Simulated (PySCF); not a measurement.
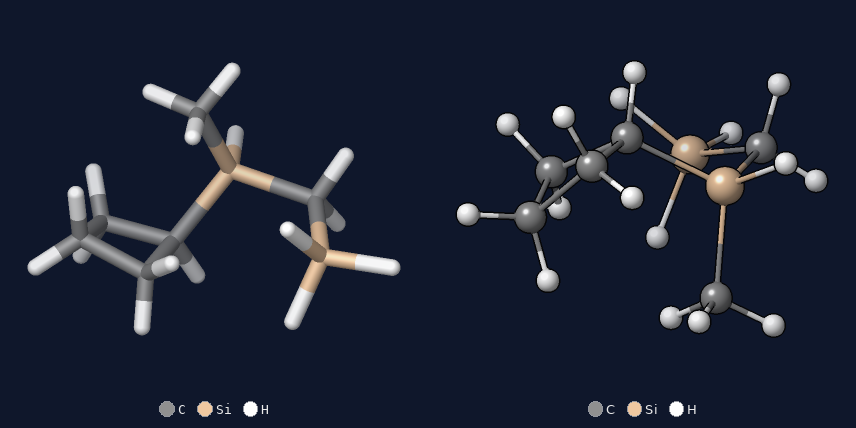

The same structure drawn twice, from different directions.

The computed structure is the end point of a PBE0-D3(BJ)/def2-SVP optimisation. No frequency run is at hand to confirm it as a minimum.

Description:

Formula C₆H₁₆Si₂. As SMILES it reads `C[Si@@H](C[SiH3])C1CCC1`. Independent rings (smallest set): 1 of 4 members. Among its groups: Si–H bond. The point group is C1. Coordination, clear cases only: 2 C tetrahedral; 2 Si tetrahedral.

More results for the same structure follow; atom numbers are the same in all pictures, views and colours differ.

Shape

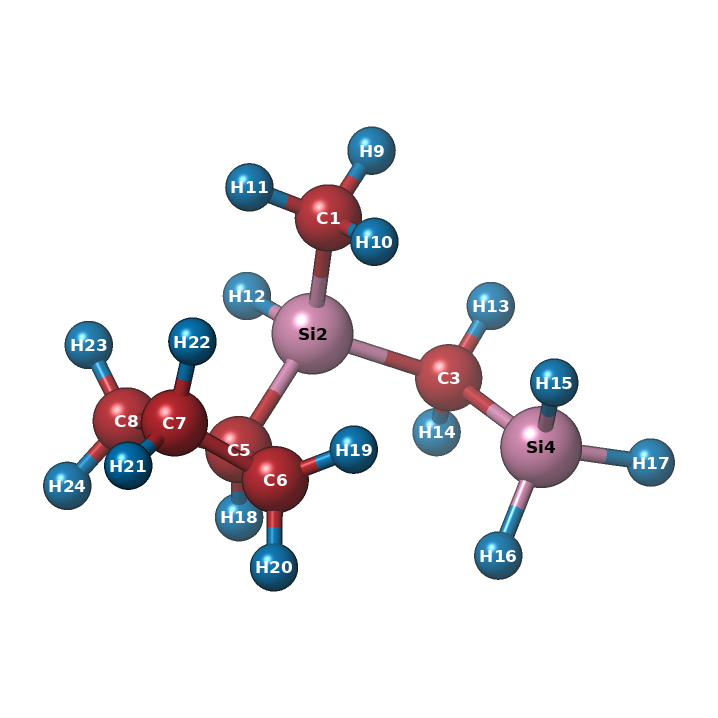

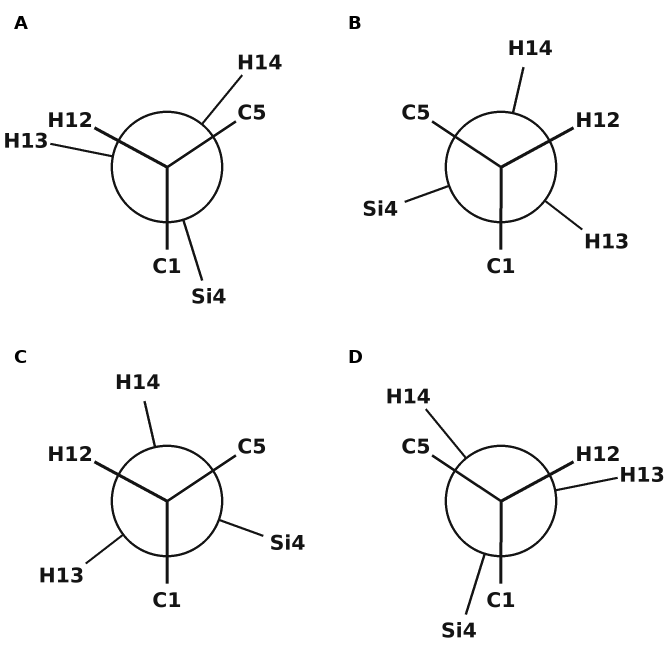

Atoms fade into the background with distance from the viewer. Bonds that would overlap in a projection are set slightly apart. No frequency run is at hand to confirm it as a minimum.

**Which Newman projection shows the view along Si2–C3, with Si2 in front?**

B. The torsion angle C1–Si2–C3–Si4 is 70°, synclinal (gauche).

Charges

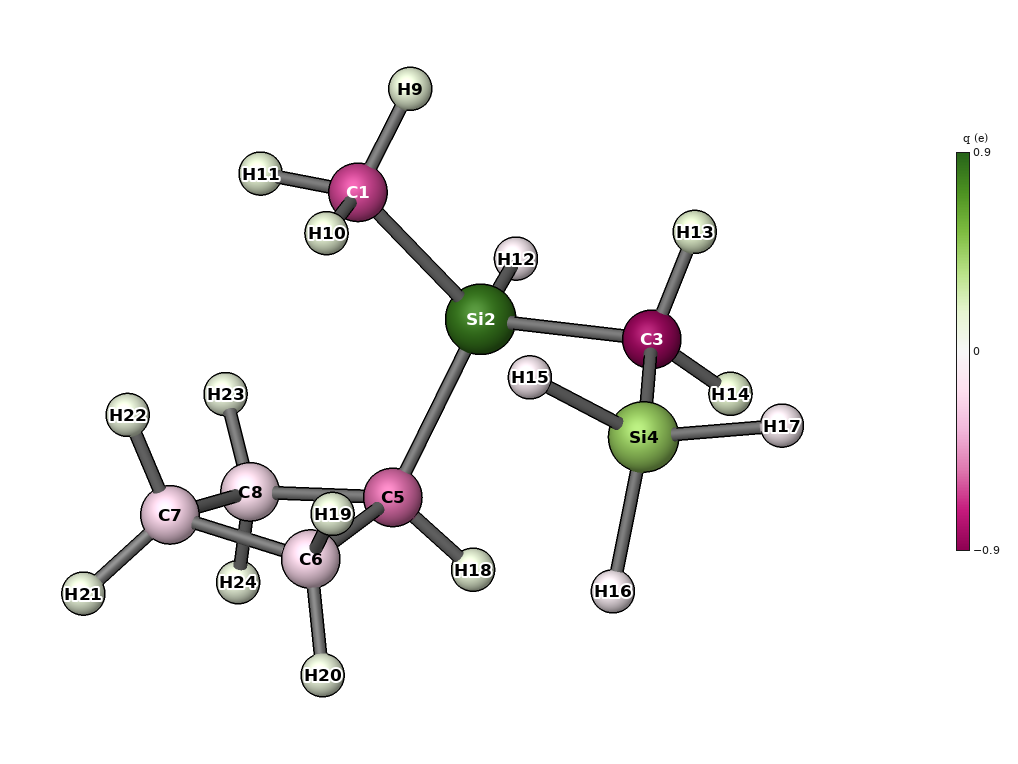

Atoms are coloured by their Mulliken charges. No frequency run is at hand to confirm it as a minimum. Level of theory: PBE0/pcSseg-1 in benzene (IEF-PCM) (PySCF 2.14.0).

Give the Mulliken charges atom by atom.

```csv
atom,value (e)
C1,−0.64
Si2,0.83
C3,−0.86
Si4,0.46
C5,−0.56
C6,−0.21
C7,−0.22
C8,−0.19
H9,0.15
H10,0.15
H11,0.15
H12,−0.08
H13,0.18
H14,0.18
H15,−0.09
H16,−0.07
H17,−0.08
H18,0.15
H19,0.14
H20,0.12
H21,0.13
H22,0.13
H23,0.13
H24,0.12
```

Dipole moment

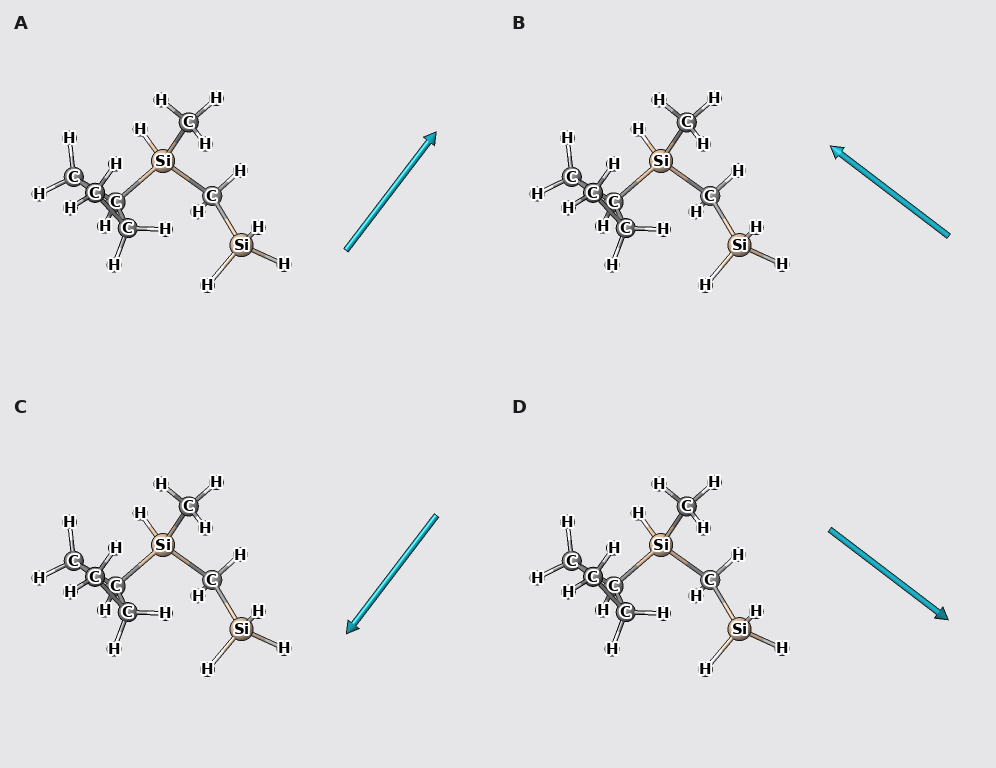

The same molecule four times, each with an arrow. No frequency run is at hand to confirm it as a minimum. Level of theory: PBE0/pcSseg-1 in benzene (IEF-PCM) (PySCF 2.14.0).

**Which arrow points along the dipole moment, from the negative to the positive end?**

B. The dipole moment is 0.43 D.

NMR shielding

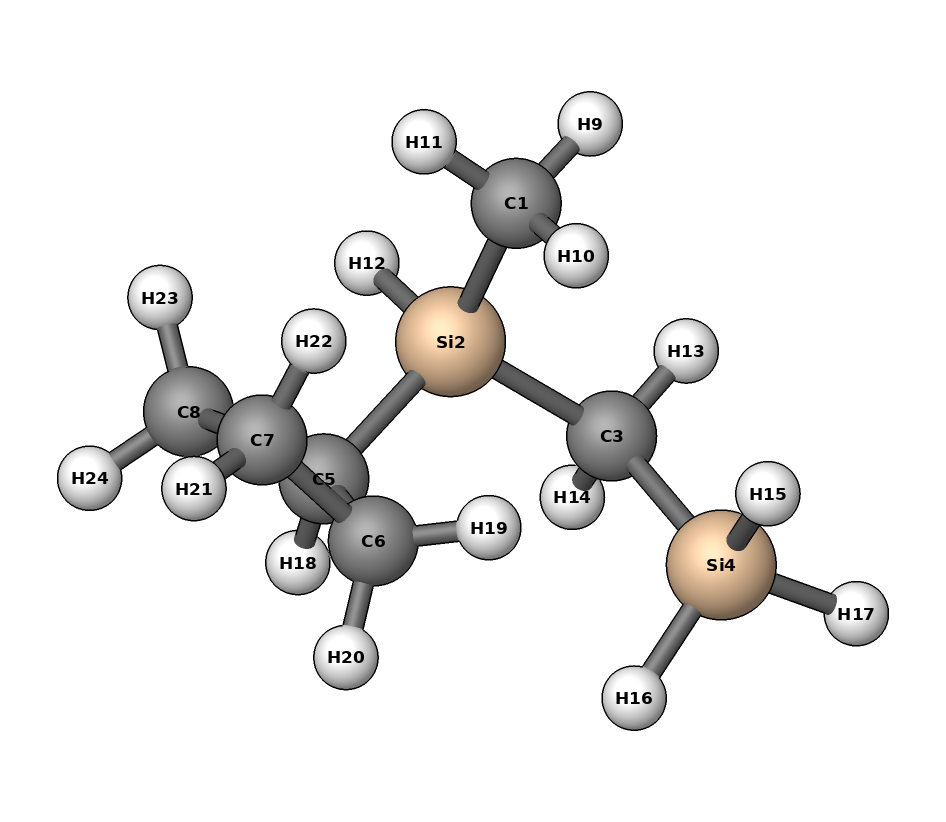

No frequency run is at hand to confirm it as a minimum. Level of theory: GIAO PBE0/pcSseg-1 NMR shielding, non-relativistic, IEF-PCM chloroform (PySCF 2.14.0). Principal shieldings σ11 ≤ σ22 ≤ σ33, span Ω = σ33 − σ11, skew κ = 3(σiso − σ22)/Ω.

**Which Si atom has the most anisotropic shielding?**

Si4, with a span of 69 ppm.

Give the shielding tensors of the Si atoms.

```tsv
atom	σ11	σ22	σ33	σiso	Ω	κ
Si2	335.6	366.3	386.3	362.7	50.7	−0.21
Si4	395.0	406.1	464.0	421.7	69.0	0.68
```

Shieldings and span in ppm.

Ring current

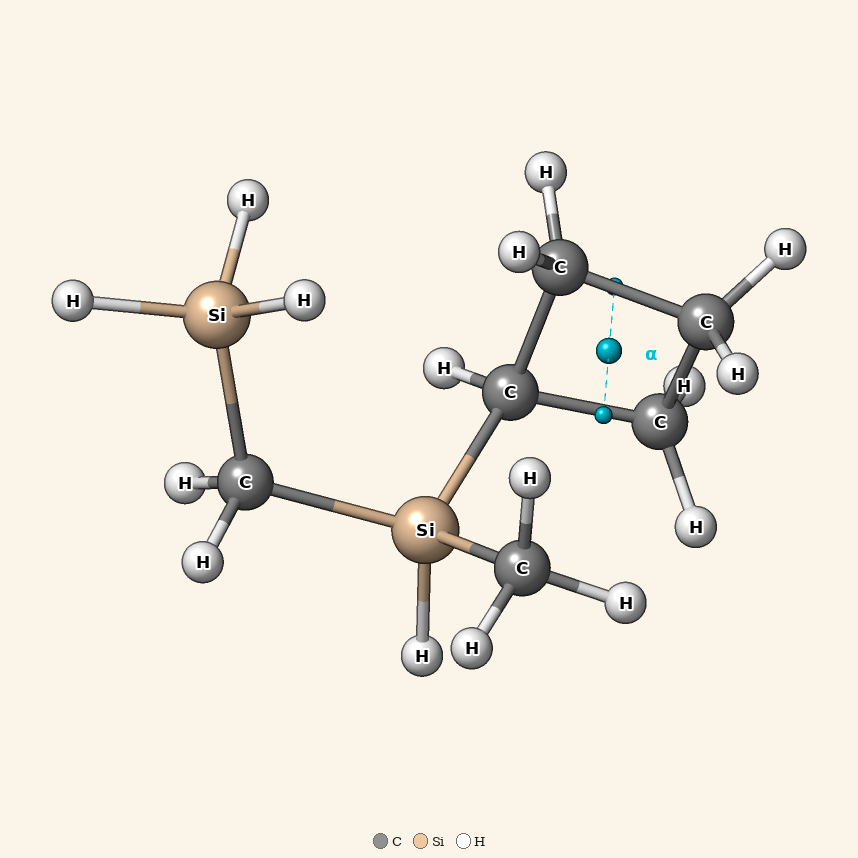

The small points mark where nucleus-independent chemical shifts (NICS) were computed: at the centre of each lettered ring and 1 Å above and below it. No frequency run is at hand to confirm it as a minimum. Properties computed with GIAO PBE0/pcSseg-1 NMR shielding, non-relativistic, IEF-PCM chloroform (PySCF 2.14.0).

Give NICS(0), NICS(1) and the out-of-plane component NICS(1)zz for each ring (means of the two sides).

| ring | members | NICS(0) | NICS(1) | NICS(1)zz |
| --- | --- | --- | --- | --- |
| α | C4 | 0.0 | −0.2 | 2.5 |

Values in ppm.

Mulliken values depend strongly on the basis set and can even reverse the polarity of a bond.
